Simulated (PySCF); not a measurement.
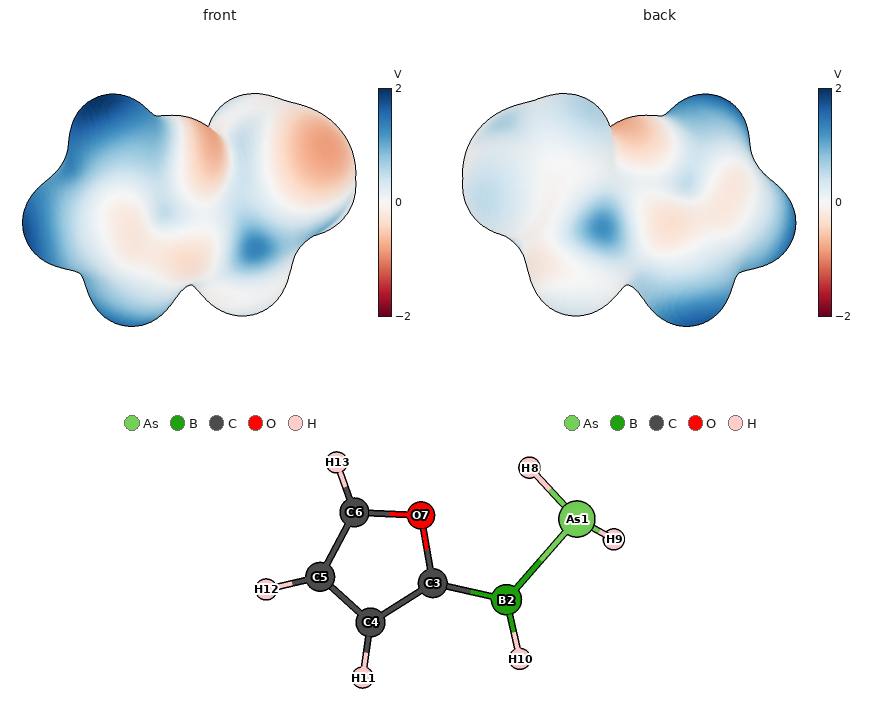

The picture shows: C₄H₆AsBO (SMILES [AsH2]Bc1ccco1). The electrostatic potential painted on the density surface at 0.004 e/bohr³, seen from the front and from behind; red is negative and blue positive. The bare structure is drawn below in the same view.

Geometry: GFN2-xTB.

The calculation used PBE0/def2-SVPD, SCF density, gas phase (PySCF 2.14.0).

```xyz
13

As   -2.7528    0.7209    0.4488
B    -1.4856   -0.4720   -0.5249
C    -0.0041   -0.1786   -0.3252
C     1.1663   -0.7408   -0.8017
C     2.2349   -0.0085   -0.2566
C     1.6596    0.9605    0.5184
O     0.3353    0.8677    0.4886
H    -2.1616    0.4731    1.8013
H    -3.8025   -0.3261    0.6993
H    -1.8025   -1.2863   -1.3057
H     1.2338   -1.5808   -1.4642
H     3.2826   -0.1707   -0.4098
H     2.0921    1.7421    1.1139
```

> Describe the electrostatic potential map.

The most negative region (about −0.8 V) lies over As1 and O7, the most positive (about +1.9 V) over H13.
